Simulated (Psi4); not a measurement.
# One shape, several levels: doublet GeTe+

Wanted: a comparison of 3 runs (U-wB97M-V/def2-TZVP, U-wB97X/def2-TZVP, UCCSD/def2-TZVP) of doublet GeTe+. 

The calculation is run with Psi4 1.11.

## Step 1: The molecule

GeTe+ has 2 atoms, charge +1, and is taken as a doublet. SMILES of the parent species: `[Ge][Te]`. The bond length is the one measured for the parent species. That shape belongs to the parent species and isn't relaxed for this state.

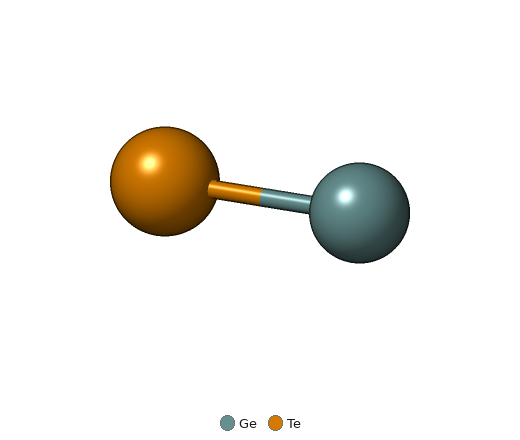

The structure, seen from a chosen angle (germanium teal, tellurium orange).

## Step 2: A single-point energy at U-wB97M-V/def2-TZVP (core potential) (run 1)

The input, gete.in:

```
memory 1.6 GB

molecule molecule1 {
  1 2
  Ge     0.000000     0.000000     0.000000
  Te     0.000000     0.000000     2.340165
  units angstrom
  symmetry c1
  no_reorient
  no_com
}

set {
  reference            uks
  puream               true
  e_convergence        1e-09
  d_convergence        1e-08
  scf_type             pk
  dft_radial_points    99
  dft_spherical_points 590
  maxiter              100
}

energy('wb97m-v/def2-TZVP')
print_variables()
```

On the command line:

```bash
psi4 -n 1 gete.in gete.out
```

gete.out:

```text
[...]
    !!!  WARNING: ECP capability is in beta. Please check occupations closely.  !!!
[...]
  Running in c1 symmetry.
[...]
  Nuclear repulsion =  173.666428561473225
[...]
  Multiplicity = 2
[...]
  Nalpha       = 28
  Nbeta        = 27
[...]
    Number of basis functions: 98
[...]
   @UKS iter   1: -2343.22381250740182   -3.94654e+00   2.96823e-02 DIIS/ADIIS
[...]
   @UKS iter  20: -2344.58993104448837   -4.22915e-11   4.67717e-09 DIIS
[...]
   @S^2 Observed:                7.538936426E-01
[...]
    Orbital Energies [Eh]
    ---------------------
    Alpha Occupied:
       1A   -399.616483     2A    -50.342976     3A    -44.748341
       4A    -44.747127     5A    -44.744887     6A     -6.674041
       7A     -6.673938     8A     -4.812537     9A     -4.808687
      10A     -4.801782    11A     -4.798917    12A     -4.786904
      13A     -4.785532    14A     -1.967096    15A     -1.964210
      16A     -1.962047    17A     -1.953691    18A     -1.952419
      19A     -1.605361    20A     -1.604972    21A     -1.600092
      22A     -1.597141    23A     -1.596743    24A     -1.006454
      25A     -0.788102    26A     -0.596075    27A     -0.569746
      28A     -0.567135
    Alpha Virtual:
[...]
  @UKS Final Energy: -2344.58993104448837
   => Energetics <=
    Nuclear Repulsion Energy =            173.6664285614732250
    One-Electron Energy =               -3694.3580812549598704
    Two-Electron Energy =                1253.4508866077512721
    DFT Exchange-Correlation Energy =     -77.5726645180003231
    Empirical Dispersion Energy =           0.0000000000000000
    VV10 Nonlocal Energy =                  0.2234995592470122
    Total Energy =                      -2344.5899310444883668
[...]
 Multipole Moments:
 ------------------------------------------------------------------------------------
     Multipole            Electronic (a.u.)      Nuclear  (a.u.)        Total (a.u.)
 ------------------------------------------------------------------------------------
 L = 1.  Multiply by 2.5417464519 to convert [e a0] to [Debye]
 Dipole X            :         -0.0000006            0.0000000           -0.0000006
 Dipole Y            :         -0.0000002            0.0000000           -0.0000002
 Dipole Z            :       -104.1599707          106.1345025            1.9745318
 Magnitude           :                                                    1.9745318
[...]
```

Wall time 28 s (1 thread of Intel Xeon 6975P-C (Granite Rapids), shared host); peak memory 0.8 GiB.

## Step 3: Energy and forces at U-wB97X/def2-TZVP (core potential) (run 2)

The input, input.in:

```
memory 1600 mb

molecule {
  1 2
  Ge     0.000000     0.000000     0.000000
  Te     0.000000     0.000000     2.340165
  symmetry c1
}

set globals {
  basis def2-TZVP
  reference uks
  puream true
  e_convergence 1e-09
  d_convergence 1e-08
  scf_type pk
  dft_radial_points 99
  dft_spherical_points 590
  maxiter 100
}

energy_value, wavefunction = gradient('wb97x', return_wfn=True)
oeprop(wavefunction, 'QUADRUPOLE', 'MAYER_INDICES', 'DIPOLE')
```

On the command line:

```bash
psi4 -i input.in -o input.out -n 1
```

input.out:

```text
[...]
    !!!  WARNING: ECP capability is in beta. Please check occupations closely.  !!!
[...]
  Running in c1 symmetry.
[...]
  Nuclear repulsion =  173.666428561473225
[...]
  Multiplicity = 2
[...]
  Nalpha       = 28
  Nbeta        = 27
[...]
    Number of basis functions: 98
[...]
   @UKS iter   1: -2343.34088030437488   -4.06009e+00   3.04767e-02 ADIIS/DIIS
[...]
   @UKS iter  22: -2344.81037642902675   -4.54747e-12   5.31697e-09 DIIS
[...]
   @S^2 Observed:                7.531916933E-01
[...]
  @UKS Final Energy: -2344.81037642902675
   => Energetics <=
    Nuclear Repulsion Energy =            173.6664285614732250
    One-Electron Energy =               -3694.2640848604214625
    Two-Electron Energy =                1252.6644472121995477
    DFT Exchange-Correlation Energy =     -76.8771673422783550
    Empirical Dispersion Energy =           0.0000000000000000
    VV10 Nonlocal Energy =                  0.0000000000000000
    Total Energy =                      -2344.8103764290267463
[...]
  -Total Gradient:
     Atom            X                  Y                   Z
    ------   -----------------  -----------------  -----------------
       1        0.000000014300     0.000000000490     0.041968509236
       2       -0.000000014325    -0.000000000499    -0.041703179439
[...]
 Multipole Moments:
 ------------------------------------------------------------------------------------
     Multipole            Electronic (a.u.)      Nuclear  (a.u.)        Total (a.u.)
 ------------------------------------------------------------------------------------
 L = 1.  Multiply by 2.5417464519 to convert [e a0] to [Debye]
 Dipole X            :         -0.0000011            0.0000000           -0.0000011
 Dipole Y            :         -0.0000001            0.0000000           -0.0000001
 Dipole Z            :         50.9122846          -51.6995702           -0.7872856
 Magnitude           :                                                    0.7872856
 L = 2.  Multiply by 1.3450342976 to convert [e a0^2] to [Debye ang]
 Quadrupole XX       :        -26.2620884            0.0000000          -26.2620884
 Quadrupole XY       :          0.1340839            0.0000000            0.1340839
[...]
```

Wall time 27 s (1 thread of Intel Xeon 6975P-C (Granite Rapids), shared host); peak memory 0.75 GiB.

## Step 4: The energy at UCCSD/def2-TZVP (core potential) (run 3)

The input, job.in:

```
memory 1.6 GB

molecule {
  1 2
  Ge     0.000000     0.000000     0.000000
  Te     0.000000     0.000000     2.340165
  units angstrom
  symmetry c1
}

set {
  basis           def2-TZVP
  reference       uhf
  puream          true
  e_convergence   1e-09
  d_convergence   1e-08
  scf_type        pk
  num_frozen_docc 13
  maxiter         100
}

e, wfn = energy('ccsd', return_wfn=True)
```

On the command line:

```bash
psi4 job.in job.out -n 1
```

job.out:

```text
[...]
    !!!  WARNING: ECP capability is in beta. Please check occupations closely.  !!!
[...]
  Running in c1 symmetry.
[...]
  Nuclear repulsion =  173.666428561473225
[...]
  Multiplicity = 2
[...]
  Nalpha       = 28
  Nbeta        = 27
[...]
    Number of basis functions: 98
[...]
   @UHF iter   1: -2340.66412747667255   -4.86288e+00   2.81866e-02 ADIIS/DIIS
[...]
   @UHF iter  32: -2342.11161111908223   -2.86491e-11   6.86329e-09 DIIS
[...]
   @S^2 Observed:                7.719143219E-01
[...]
    Orbital Energies [Eh]
    ---------------------
    Alpha Occupied:
       1A   -405.520552     2A    -52.427189     3A    -46.514065
       4A    -46.513100     5A    -46.511794     6A     -7.469274
       7A     -7.359134     8A     -5.443247     9A     -5.439737
      10A     -5.435859    11A     -5.334346    12A     -5.320427
      13A     -5.319440    14A     -2.187730    15A     -2.184613
      16A     -2.182453    17A     -2.173803    18A     -2.172228
      19A     -1.917668    20A     -1.917381    21A     -1.911568
      22A     -1.908470    23A     -1.908467    24A     -1.084886
      25A     -0.803414    26A     -0.618007    27A     -0.575401
      28A     -0.572742
    Alpha Virtual:
[...]
  @UHF Final Energy: -2342.11161111908223
   => Energetics <=
    Nuclear Repulsion Energy =            173.6664285614732250
    One-Electron Energy =               -3694.8875711155033059
    Two-Electron Energy =                1179.1095314349479395
    Total Energy =                      -2342.1116111190822267
  UHF NO Occupations:
  HONO-2 :   26  A 1.9965449
  HONO-1 :   27  A 1.9934218
[...]
 Multipole Moments:
 ------------------------------------------------------------------------------------
     Multipole            Electronic (a.u.)      Nuclear  (a.u.)        Total (a.u.)
 ------------------------------------------------------------------------------------
 L = 1.  Multiply by 2.5417464519 to convert [e a0] to [Debye]
 Dipole X            :          0.0000042            0.0000000            0.0000042
 Dipole Y            :          0.0000002            0.0000000            0.0000002
 Dipole Z            :         50.7667655          -51.6995702           -0.9328047
 Magnitude           :                                                    0.9328047
[...]
      * MP2 total energy                      = -2342.742383018962300
[...]
      * CCSD total energy                     = -2342.724503257295510
[...]
```

Run time: 69 s. Hardware: 1 thread of Intel Xeon 6975P-C (Granite Rapids), shared host; peak memory 0.75 GiB.

## Step 5: Overview of the runs

```csv
run,level,task,frozen core orbitals,energy (Eh),HOMO energy (eV),LUMO energy (eV),⟨S²⟩,wall time
1,U-wB97M-V/def2-TZVP (core potential),energy,0,-2344.589931,-15.11,-9.07,0.754,28 s
2,U-wB97X/def2-TZVP (core potential),gradient,0,-2344.810376,-15.23,-9.25,0.753,27 s
3,UCCSD/def2-TZVP (core potential),energy,13,-2342.724503,-14.96,-7.37,0.772,69 s
```

## Step 6: Summary of results

| quantity | value |
| --- | --- |
| run 3: total energy | -2342.72450 Eh |
| run 3: HOMO energy (Hartree–Fock orbitals) (highest over α and β) | -14.96 eV |
| run 3: LUMO energy (Hartree–Fock orbitals) (lowest over α and β) | -7.37 eV |
| run 3: correlation energy (13 core orbitals frozen) | -612.9 mEh |
| run 3: ⟨S²⟩ of the reference determinant | 0.772 |
| run 3: T1 diagnostic | 0.022 |

**Reading.** Totals of different functionals can't be ranked against each other. All runs together took 2.1 min, the longest 69 s.
